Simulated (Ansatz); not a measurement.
# Mg3As: relaxing a made-up structure

This structure for Mg3As is made up. Its elements were placed in a known structure type with a cell scaled to their sizes. What cell does the guess relax to, and how far off was it?

Main program and level: Ansatz 0.2.0; DFT, r2SCAN, plane-wave PAW, files of the set soft_1, scalar-relativistic, no spin, cell and ions relaxed at zero pressure; PAW set soft_1, in the first sound run; inputs show where later runs differ.

### 1. Starting point

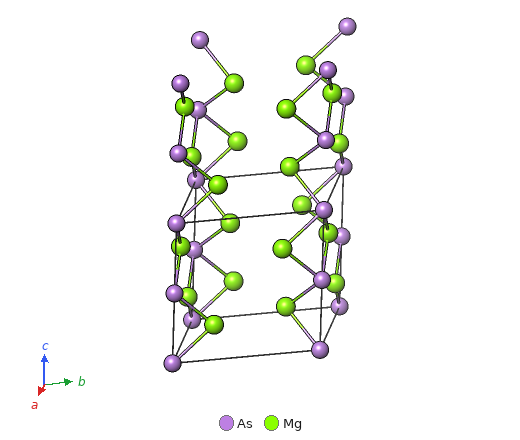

Start, viewed slightly off an axis; arsenic purple, magnesium green. 1×1×2 cells are drawn. Some periodic images of atoms are drawn too.

### 2. Relaxation of the guess

The guess takes its coordinates from another compound and its volume from a rule, so the cell and any free coordinates are relaxed together.

File input.yaml:

```yaml
crystal:
  lattice:
    - [6.225, 0.0, 0.0]
    - [-3.1125, 5.391008139, 0.0]
    - [0.0, 0.0, 5.655]
  atoms:
    - { symbol: As, position: [0.0, 0.0, 0.0] }
    - { symbol: As, position: [0.0, 0.0, 0.5] }
    - { symbol: Mg, position: [0.2748, 0.0, 0.25] }
    - { symbol: Mg, position: [0.2748, 0.2748, 0.75] }
    - { symbol: Mg, position: [0.7252, 0.0, 0.75] }
    - { symbol: Mg, position: [0.7252, 0.7252, 0.25] }
    - { symbol: Mg, position: [0.0, 0.2748, 0.25] }
    - { symbol: Mg, position: [0.0, 0.7252, 0.75] }
kpoints:
  mp_grid: { grid: [5, 5, 5] }
scf:
  occupations: { method: fermi_dirac, width: 0.05 }
hamiltonian:
  xc: r2scan
  pseudopotentials: { kind: paw, azcp: { folder: soft_1 } }
relax:
  f_tol: 0.015
  max_steps: 70
  cell: {}
output:
  forces: true
  stress: true
```

Run with:

```console
ansatz run input.yaml --threads 4 --pin off --max-ram 10240MiB --backend cpu --events-out ev --progress --plain --runs-dir out
```

Numbers of over 12 decimals in the logs are rounded to 6 here.

Output:

```text
Engine: ansatz 0.2.0, x86_64-unknown-linux-gnu
Pseudopotentials: kind: paw
Pseudopotential: As, paw, valence charge 15, recommended cutoff 500 eV (meta_gga), soft_1/As.paw.azcp
Pseudopotential: Mg, paw, valence charge 10, recommended cutoff 500 eV (meta_gga), soft_1/Mg.paw.azcp
Functional definition: r2SCAN
  parameter k0 = 0.174
  parameter k1 = 0.065
  parameter a1 = 4.9479
  exchange = r2scan_x(k0 = k0, k1 = k1, a1 = a1)
  correlation = r2scan_c
Crystal: 8 atoms, lattice volume = 189.776 Å³
Basis set: ecut = 500 eV, 4833 PW (Γ), exchange–correlation on 192×192×180 points (64 copies of the dense FFT grid, shifted against one another)
Bands: 54, of which v1, the nominal top of the filled ones, is band 45 counted from 1 (44 counted from 0)
Symmetry: 24 space group operations
Space group: P63/mcm (ITA 193), of the structure as read, at distance tolerance 5.7e-5 Å
k-points: 15 of 125
Non-local potential: As, projectors of the file, l = 0: 2, l = 1: 2, l = 2: 3, l = 3: 1
Non-local potential: Mg, projectors of the file, l = 0: 3, l = 1: 2, l = 2: 1
PAW form: soft (Blöchl's): semilocal exchange-correlation on the pseudo side does not see the compensation charge
PAW frozen core: As, regenerated for the run's functional (the file was generated under x = pbe(κ = 0.804, μ = 0.219515), c = pbe(β = 0.066725))
PAW frozen core: Mg, regenerated for the run's functional (the file was generated under x = pbe(κ = 0.804, μ = 0.219515), c = pbe(β = 0.066725))
PAW one-centre angular grid: As, 590 points (default); XC on 160 Gauss nodes
PAW one-centre angular grid: Mg, 302 points (default); XC on 224 Gauss nodes
Initial density: superposition of atomic densities (chi_scale 0.1, normalization cell, long waves kept (reshape's long-wave potential 0.04 eV rms))
Initial wavefunctions: pseudopotential atomic-orbital guess
Functional: x = r2scan, c = r2scan; τ floored in thin density (d = 2e-4 eV/Å³)
iter 1 solved again at ethr=2.48e-3 eV; its pass at ethr=3.10e-3 eV (dr2=2.23e0 eV) is discarded
SCF iter   1: F=—  HF=-21278.251767 eV  |F-HF|=—  |Δ(HF+E_count)|=         —  Δρ=3.95e-2  dr2=2.24e0  dr2_τ=8.75e-2  ethr=2.48e-3  ⟨swp⟩=1.2  Hψ=4136  notcnv=0
preconditioner: auto → Kerker (q_TF=auto, 2.409 Å⁻¹)  [metal: Δε(μ)=0.019 eV  Ē_g=6.589 eV  σ=0.050 eV  W_gap=0.09  n_scr=46 (ndim 8)  ℏωp=11.4 eV  f_vac=0.009  D(μ)=4.33/eV (n_scr^D=26)]
SCF iter   2: F=—  HF=-21278.405424 eV  |F-HF|=—  |Δ(HF+E_count)|=   1.54e-1  Δρ=2.35e-2  dr2=1.01e0  dr2_τ=7.85e-3  ethr=2.48e-3  ⟨swp⟩=3.2  Hψ=1535  notcnv=0
SCF iter   3: F=—  HF=-21278.467313 eV  |F-HF|=—  |Δ(HF+E_count)|=   6.19e-2  Δρ=4.47e-3  dr2=4.16e-2  dr2_τ=1.33e-3  ethr=1.12e-3  ⟨swp⟩=2.9  Hψ=1302  notcnv=0  defer=25
SCF iter   4: F=—  HF=-21278.509666 eV  |F-HF|=—  |Δ(HF+E_count)|=   4.24e-2  Δρ=2.72e-3  dr2=2.66e-2  dr2_τ=1.98e-4  ethr=4.62e-5  ⟨swp⟩=2.1  Hψ=1219  notcnv=0  defer=27
SCF iter   5: F=—  HF=-21278.519508 eV  |F-HF|=—  |Δ(HF+E_count)|=   9.84e-3  Δρ=1.55e-3  dr2=8.69e-3  dr2_τ=1.01e-4  ethr=2.95e-5  ⟨swp⟩=2.0  Hψ=1206  notcnv=0  defer=27
SCF iter   6: F=—  HF=-21278.522244 eV  |F-HF|=—  |Δ(HF+E_count)|=   2.74e-3  Δρ=7.83e-4  dr2=2.17e-3  dr2_τ=8.14e-6  ethr=9.65e-6  ⟨swp⟩=2.0  Hψ=1172  notcnv=0  defer=27
SCF iter   7: F=—  HF=-21278.523086 eV  |F-HF|=—  |Δ(HF+E_count)|=   8.42e-4  Δρ=2.45e-4  dr2=2.00e-4  dr2_τ=1.06e-6  ethr=2.41e-6  ⟨swp⟩=2.0  Hψ=950  notcnv=0  defer=27
SCF iter   8: F=—  HF=-21278.523113 eV  |F-HF|=—  |Δ(HF+E_count)|=   2.68e-5  Δρ=4.14e-5  dr2=4.47e-6  dr2_τ=3.19e-8  ethr=2.22e-7  ⟨swp⟩=3.0  Hψ=1441  notcnv=0  defer=27
SCF iter   9: F=—  HF=-21278.523077 eV  |F-HF|=—  |Δ(HF+E_count)|=   3.51e-5  Δρ=9.54e-6  dr2=2.30e-7  dr2_τ=1.23e-9  ethr=4.97e-9  ⟨swp⟩=2.0  Hψ=1125  notcnv=0  defer=27
SCF iter  10: F=-21278.523078 eV  HF=-21278.523078 eV  |F-HF|=4.52e-9  |Δ(HF+E_count)|=   2.13e-7  Δρ=4.37e-6  dr2=6.45e-8  dr2_τ=4.58e-10  ethr=1.11e-10  ⟨swp⟩=4.9  Hψ=2935  notcnv=0
SCF 1 converged in 10 iterations: F = -21278.523078 eV  dr2 = 6.45e-8
  greatest PAW one-centre occupation: 1.000 electrons in one spin orbital (limit 2), on the Mg atom at site 7 (counted from 0), in its partial waves of l = 0
relax step   1: F+E_penalty+E_count = -21278.52307762 eV  Δ(F+E_penalty+E_count) = +0.000e0 eV  max|allowed force component| = 6.222e0 eV/Å  Δτ_max = 0.0000 Å  P = +25.467 GPa  Ω = 189.776 Å³  (10 SCF iters, dr2 threshold 1.00e-7 eV, accepted)
Crystal: 8 atoms, lattice volume = 195.520 Å³
Basis set: ecut = 500 eV, 4989 PW (Γ), exchange–correlation on 192×192×180 points (64 copies of the dense FFT grid, shifted against one another)
Initial density: handed on by an earlier stage of this run
Initial wavefunctions: those handed on with the density
iter 1 solved again at ethr=1.48e-3 eV; its pass at ethr=3.10e-3 eV (dr2=1.33e0 eV) is discarded
SCF iter   1: F=—  HF=-21284.075588 eV  |F-HF|=—  |Δ(HF+E_count)|=         —  Δρ=1.71e-2  dr2=1.33e0  dr2_τ=1.04e0  ethr=1.48e-3  ⟨swp⟩=1.2  Hψ=3939  notcnv=0
preconditioner: auto → Kerker (q_TF=auto, 2.397 Å⁻¹)  [metal: Δε(μ)=0.038 eV  Ē_g=6.321 eV  σ=0.050 eV  W_gap=0.19  n_scr=46 (ndim 8)  ℏωp=11.6 eV  f_vac=0.000  D(μ)=3.50/eV (n_scr^D=20)]
SCF iter   2: F=—  HF=-21284.831588 eV  |F-HF|=—  |Δ(HF+E_count)|=   7.56e-1  Δρ=1.12e-2  dr2=6.53e-1  dr2_τ=1.51e-3  ethr=1.48e-3  ⟨swp⟩=3.9  Hψ=1524  notcnv=0
SCF iter   3: F=—  HF=-21284.705271 eV  |F-HF|=—  |Δ(HF+E_count)|=   1.26e-1  Δρ=5.01e-3  dr2=7.03e-2  dr2_τ=1.71e-3  ethr=7.25e-4  ⟨swp⟩=3.4  Hψ=1417  notcnv=0  defer=24
SCF iter   4: F=—  HF=-21284.692543 eV  |F-HF|=—  |Δ(HF+E_count)|=   1.27e-2  Δρ=1.43e-3  dr2=2.05e-3  dr2_τ=2.80e-5  ethr=7.81e-5  ⟨swp⟩=2.1  Hψ=1213  notcnv=0  defer=24
SCF iter   5: F=—  HF=-21284.693432 eV  |F-HF|=—  |Δ(HF+E_count)|=   8.89e-4  Δρ=4.86e-4  dr2=7.67e-4  dr2_τ=1.65e-5  ethr=2.28e-6  ⟨swp⟩=2.0  Hψ=1187  notcnv=0  defer=24
SCF iter   6: F=—  HF=-21284.693399 eV  |F-HF|=—  |Δ(HF+E_count)|=   3.36e-5  Δρ=1.87e-4  dr2=2.40e-4  dr2_τ=1.63e-6  ethr=8.53e-7  ⟨swp⟩=2.0  Hψ=1004  notcnv=0  defer=24
SCF iter   7: F=—  HF=-21284.693386 eV  |F-HF|=—  |Δ(HF+E_count)|=   1.31e-5  Δρ=9.08e-5  dr2=3.66e-5  dr2_τ=6.05e-7  ethr=2.67e-7  ⟨swp⟩=2.0  Hψ=1001  notcnv=0  defer=24
SCF iter   8: F=—  HF=-21284.693382 eV  |F-HF|=—  |Δ(HF+E_count)|=   3.58e-6  Δρ=4.29e-5  dr2=6.28e-6  dr2_τ=2.25e-8  ethr=4.07e-8  ⟨swp⟩=1.7  Hψ=888  notcnv=0  defer=24
SCF iter   9: F=-21284.693382 eV  HF=-21284.693382 eV  |F-HF|=4.96e-8  |Δ(HF+E_count)|=   4.38e-7  Δρ=1.60e-5  dr2=4.68e-7  dr2_τ=5.86e-9  ethr=8.89e-10  ⟨swp⟩=3.6  Hψ=3266  notcnv=0
SCF 2 converged in 9 iterations: F = -21284.693382 eV  dr2 = 4.68e-7
[...]
relax step   4: F+E_penalty+E_count = -21287.93118601 eV  Δ(F+E_penalty+E_count) = -7.280e-1 eV  max|allowed force component| = 2.962e-2 eV/Å  Δτ_max = 0.2000 Å  P = -1.378 GPa  Ω = 195.224 Å³  energy of the carried Pulay correction = -7.450e-4 eV  (8 SCF iters, dr2 threshold 8.00e-7 eV, accepted)
[...]
relax step   5: F+E_penalty+E_count = -21288.00920348 eV  Δ(F+E_penalty+E_count) = -7.802e-2 eV  max|allowed force component| = 1.048e-2 eV/Å  Δτ_max = 0.0183 Å  P = -0.589 GPa  Ω = 189.392 Å³  energy of the carried Pulay correction = +5.385e-5 eV  (7 SCF iters, dr2 threshold 8.00e-7 eV, accepted)
[...]
relax step   6: F+E_penalty+E_count = -21288.06667112 eV  Δ(F+E_penalty+E_count) = -5.747e-2 eV  max|allowed force component| = 5.958e-2 eV/Å  Δτ_max = 0.0438 Å  P = +1.226 GPa  Ω = 179.688 Å³  energy of the carried Pulay correction = +1.478e-3 eV  (7 SCF iters, dr2 threshold 8.00e-7 eV, accepted)
[...]
relax step   7: F+E_penalty+E_count = -21288.08289995 eV  Δ(F+E_penalty+E_count) = -1.623e-2 eV  max|allowed force component| = 2.819e-2 eV/Å  Δτ_max = 0.0206 Å  P = -0.111 GPa  Ω = 185.654 Å³  energy of the carried Pulay correction = +5.879e-4 eV  (7 SCF iters, dr2 threshold 8.00e-7 eV, accepted)
[...]
relax step   8: F+E_penalty+E_count = -21288.09121108 eV  Δ(F+E_penalty+E_count) = -8.311e-3 eV  max|allowed force component| = 6.088e-3 eV/Å  Δτ_max = 0.0178 Å  P = +0.142 GPa  Ω = 183.751 Å³  energy of the carried Pulay correction = +8.665e-4 eV  (6 SCF iters, dr2 threshold 8.00e-7 eV, accepted)
[...]
relax step   9: F+E_penalty+E_count = -21288.09166317 eV  Δ(F+E_penalty+E_count) = -4.521e-4 eV  max|allowed force component| = 1.703e-3 eV/Å  Δτ_max = 0.0045 Å  P = -0.005 GPa  Ω = 184.581 Å³  energy of the carried Pulay correction = +7.445e-4 eV  (6 SCF iters, dr2 threshold 9.14e-8 eV, accepted)
Basis set: ecut = 500 eV, 4727 PW (Γ), exchange–correlation on 180×180×192 points (64 copies of the dense FFT grid, shifted against one another)
Initial wavefunctions: pseudopotential atomic-orbital guess (no wavefunctions were taken with the density)
iter 1 solved again at ethr=9.99e-9 eV; its pass at ethr=3.10e-3 eV (dr2=8.99e-6 eV) is discarded
SCF iter   1: F=—  HF=-21288.085112 eV  |F-HF|=—  |Δ(HF+E_count)|=         —  Δρ=3.78e-4  dr2=8.72e-6  dr2_τ=7.38e-6  ethr=9.99e-9  ⟨swp⟩=4.0  Hψ=6018  notcnv=0
preconditioner: auto → Resta (q_TF=auto, 2.420 Å⁻¹)  ε∞=4.2  [insulator: Δε(μ)=0.202 eV  Ē_g=7.206 eV  σ=0.050 eV  W_gap=0.56  n_scr=52 (ndim 8)  ℏωp=12.8 eV  f_vac=0.000  D(μ)=3.28/eV (n_scr^D=20)  ε∞_Penn≈4.2]
SCF iter   2: F=—  HF=-21288.088953 eV  |F-HF|=—  |Δ(HF+E_count)|=   3.84e-3  Δρ=1.91e-4  dr2=1.70e-6  dr2_τ=2.30e-5  ethr=9.69e-9  ⟨swp⟩=2.7  Hψ=1539  notcnv=0
SCF iter   3: F=—  HF=-21288.090313 eV  |F-HF|=—  |Δ(HF+E_count)|=   1.36e-3  Δρ=2.67e-5  dr2=3.54e-7  dr2_τ=4.03e-7  ethr=1.89e-9  ⟨swp⟩=2.7  Hψ=1554  notcnv=0
SCF iter   4: F=—  HF=-21288.090334 eV  |F-HF|=—  |Δ(HF+E_count)|=   2.09e-5  Δρ=8.48e-6  dr2=1.38e-7  dr2_τ=1.19e-8  ethr=3.93e-10  ⟨swp⟩=2.0  Hψ=1497  notcnv=0
SCF iter   5: F=—  HF=-21288.090335 eV  |F-HF|=—  |Δ(HF+E_count)|=   8.06e-7  Δρ=3.09e-6  dr2=2.17e-8  dr2_τ=7.71e-10  ethr=1.53e-10  ⟨swp⟩=2.0  Hψ=1407  notcnv=0
SCF iter   6: F=—  HF=-21288.090335 eV  |F-HF|=—  |Δ(HF+E_count)|=   2.71e-8  Δρ=1.45e-6  dr2=4.18e-9  dr2_τ=2.23e-10  ethr=2.41e-11  ⟨swp⟩=2.0  Hψ=1136  notcnv=0
SCF iter   7: F=—  HF=-21288.090335 eV  |F-HF|=—  |Δ(HF+E_count)|=   1.03e-8  Δρ=7.18e-7  dr2=8.43e-10  dr2_τ=4.08e-11  ethr=4.64e-12  ⟨swp⟩=2.0  Hψ=1328  notcnv=0
SCF iter   8: F=—  HF=-21288.090335 eV  |F-HF|=—  |Δ(HF+E_count)|=   3.43e-9  Δρ=2.43e-7  dr2=1.16e-10  dr2_τ=4.89e-12  ethr=1.00e-12  ⟨swp⟩=2.0  Hψ=1407  notcnv=0
SCF iter   9: F=-21288.090335 eV  HF=-21288.090335 eV  |F-HF|=0.00e0  |Δ(HF+E_count)|=  3.35e-10  Δρ=1.93e-8  dr2=8.04e-13  dr2_τ=2.72e-14  ethr=1.00e-12  ⟨swp⟩=5.0  Hψ=2649  notcnv=0
SCF 10 converged in 9 iterations: F = -21288.090335 eV  dr2 = 8.04e-13
relax step  10: F+E_penalty+E_count = -21288.09033518 eV  Δ(F+E_penalty+E_count) = +1.328e-3 eV  max|allowed force component| = 1.748e-3 eV/Å  Δτ_max = 0.0000 Å  P = -0.004 GPa  Ω = 184.581 Å³  stress off target by 6.68e-3 GPa  SCF on the basis re-selected at this cell (its energy is not comparable with the rows above)  (9 SCF iters)
basis re-selected at this cell: Δ(F+E_penalty+E_count) = +1.328e-3 eV, ΔP = +0.002 GPa vs the last step (what re-selecting the basis moved, of the pressure what is left beyond the Pulay correction that the steps carried, after the strain that the cell walked since its last selection, with what the two solves' SCF thresholds leave and, on support functions, any second-order correction that the steps lacked; it is no measure of the basis error at this ecutwfc). The dense FFT grid was sized anew with the basis: this SCF ran on 45×45×48 points, the steps before it on 48×48×45, so part of this shift can come from that change (see relax.cell in the input reference). [rest of the remark cut]
SCF converged after 9 iterations
Free energy (F): -21288.090335 eV
Harris-Foulkes:  -21288.090335 eV  (|F-HF|=0.00e0)
Internal energy: -21288.064806 eV  (E = F + TS)
E sigma→0 (E₀):  -21288.077571 eV
Entropy (-TS):   -0.025529 eV (-3.191 meV/atom)
Fermi energy:    6.407685 eV
--- Per-component energies (eV) ---
  E_band       = -2792.305806
  E_kinetic    = 608.984345
  E_local      = -15078.115893  (includes V_loc(G=0)·N_el)
  E_nonlocal   = 388.670848
  E_hartree    = 6119.800408
  E_xc         = -277.404249
  E_vxc        = -366.964589  (∫ρ·V_xc dr)
  E_paw        = -5880.604446  (= ΣΔE_a)
  E_vpaw       = -606.366802  (= ΣTr[D̂ρ^β])
  E_aug_tail   = -0.000075  (compensation charges beyond the density's cutoff)
  E_vtau       = 21.885512  (kinetic-family band-sum trace: ∫τ·v_τ [+ j·A + Jᵃ·Aᵃ] dr)
  E_ewald      = -7166.323708
  E_core_change = -3.072037  (= ΣΔE_core)
  E_smearing   = -0.025529  (= −TS)
  E_closure    = -0.000000  (closes the sum)
  Σ components = -21288.090335   (vs F -21288.090335, Δ=0.00e0)
--- Forces (eV/Å), atoms counted from 1 ---
  atom   1  As    -0.00000000     0.00000000     0.00000000
  atom   2  As    -0.00000000     0.00000000     0.00000000
  atom   3  Mg    -0.00174846     0.00000000     0.00000000
  atom   4  Mg    -0.00087423    -0.00151421    -0.00000000
  atom   5  Mg     0.00174846     0.00000000    -0.00000000
  atom   6  Mg     0.00087423     0.00151421     0.00000000
  atom   7  Mg     0.00087423    -0.00151421     0.00000000
  atom   8  Mg    -0.00087423     0.00151421    -0.00000000
  max |Σ_I F_I| component: 3.25e-17 eV/Å
--- Stress (GPa, compression-positive) ---
       -0.006683      -0.000000      -0.000000
       -0.000000      -0.006683      -0.000000
       -0.000000      -0.000000       0.002575
  P = ⅓ Tr σ = -0.0036 GPa (-0.036 kbar)
--- Relaxed structure (9 steps of the walk, 9 accepted, 1 SCFs on fresh bases) ---
  F+E_penalty+E_count = -21288.09033518 eV   max|allowed force component| = 1.748e-3 eV/Å   (the final SCF, on the basis selected at the relaxed cell)
  cell:  # Å, volume = 184.5806 Å³
    - [5.867263, 0, 0]
    - [-2.933632, 5.081199, 0]
    - [0, 0, 6.191334]
  atoms:
    - { symbol: As, position: [-2.4218028400320496e-19, -1.86029585512038e-18, 0] }
    - { symbol: As, position: [-2.421802840032033e-19, -1.860295855120376e-18, 0.5] }
    - { symbol: Mg, position: [0.376865, -1.860295855120378e-18, 0.25] }
    - { symbol: Mg, position: [0.376865, 0.376865, 0.750000] }
    - { symbol: Mg, position: [0.623135, -1.8602958551203777e-18, 0.750000] }
    - { symbol: Mg, position: [0.623135, 0.623135, 0.25] }
    - { symbol: Mg, position: [5.551115123125783e-17, 0.376865, 0.25] }
    - { symbol: Mg, position: [5.551115123125783e-17, 0.623135, 0.750000] }
```

The job ended after 62 s (4 threads of Intel Xeon Platinum 8488C (Sapphire Rapids), shared host; peak memory 1.2 GiB; 3.7 min of CPU time).

Step by step:

```
step  energy less that of the first step (eV)  largest force component (eV/Å)  pressure (GPa)  volume (Å³)
   1                                   0.0000                          6.2222           25.47       189.78
   2                                  -6.1703                          3.0993           10.04       195.52
   3                                  -8.6801                          1.3886            3.52       192.48
   4                                  -9.4081                          0.0296           -1.38       195.22
   5                                  -9.4861                          0.0105           -0.59       189.39
   6                                  -9.5436                          0.0596            1.23       179.69
   7                                  -9.5598                          0.0282           -0.11       185.65
   8                                  -9.5681                          0.0061            0.14       183.75
   9                                  -9.5686                          0.0017           -0.01       184.58
 10*                                  -9.5673                          0.0017            0.00       184.58
```

Relaxation steps marked * repeat the geometry before them on a plane-wave basis chosen anew for their cell, so energy and pressure can jump there.

The run keeps the 24 symmetry operations that it works with, so distortions that break them were not tested.

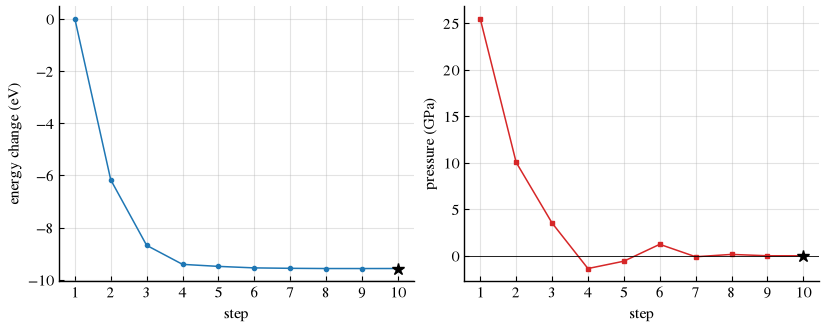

Energy and pressure along the relaxation. Stars mark steps on a basis chosen anew.

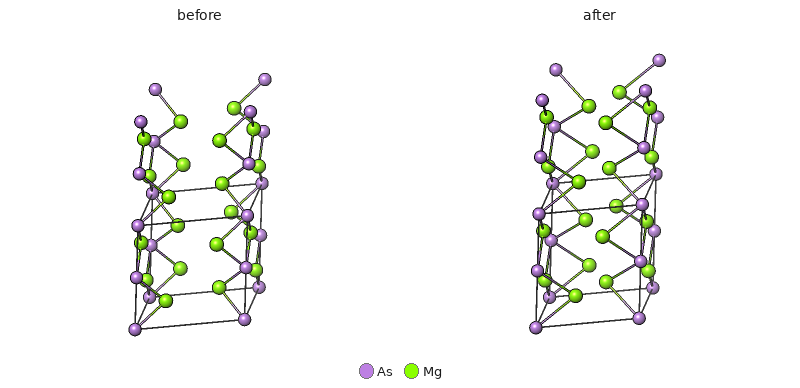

The structure before and after the relaxation, drawn at the same scale.

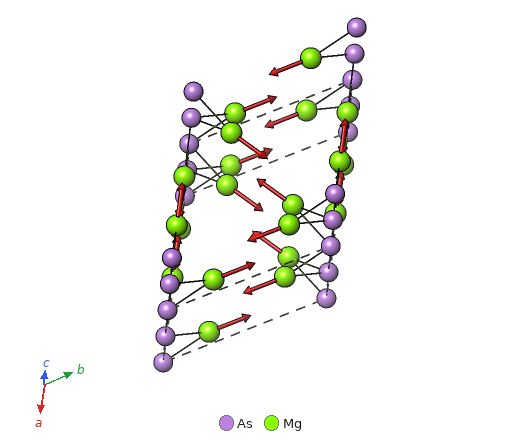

Displacements in the relaxation, exaggerated, measured against the changing cell; the longest in the cell stands for 0.60 Å. 1×1×2 cells are drawn. Some periodic images of atoms are drawn too.

```
conventional cell, symmetrised  before  after  change
                         a (Å)   6.225  5.867  -5.7 %
                         b (Å)   6.225  5.867  -5.7 %
                         c (Å)   5.655  6.191  +9.5 %
              volume (Å³/atom)   23.72  23.07  -2.7 %
```

The atoms that moved most (Å, as changes of fractional coordinates times the final cell):

```
atom      dx      dy     dz  length
 Mg5  -0.599   0.000  0.000   0.599
 Mg6  -0.299  -0.519  0.000   0.599
 Mg8   0.299  -0.519  0.000   0.599
 Mg4   0.299   0.519  0.000   0.599
 Mg7  -0.299   0.519  0.000   0.599
 Mg3   0.599   0.000  0.000   0.599
```

This step gave:

```yaml
free_energy: -21288.0903 eV
energy_at_zero_smearing: -21288.0776 eV
smearing_term_ts: 0.02553 eV
fermi_energy: 6.408 eV
electrons: 90
symmetry_operations: 24
pressure: -0.003597 GPa
```

The shortest distance of each pair, which need not be the same contact before and after:

```
 pair  guess (Å)  relaxed (Å)
As–Mg      2.219        2.699
As–As      2.828        3.096
Mg–Mg      2.963        3.189
```

The relaxation ends with a largest force component of 0.0017 eV/Å and a pressure of 0.00 GPa.

(Part 1 of 2 ends here.)

[Logs are printed without paths, hosts, clocks, repeated set-up lines and the standing remarks that a program may print on its own settings, such as how far it seeks lower states.]

[Hosts, paths, dates, database ids (printed as entryN), source tags and the programs' standing remarks are cut or masked in the printed files.]
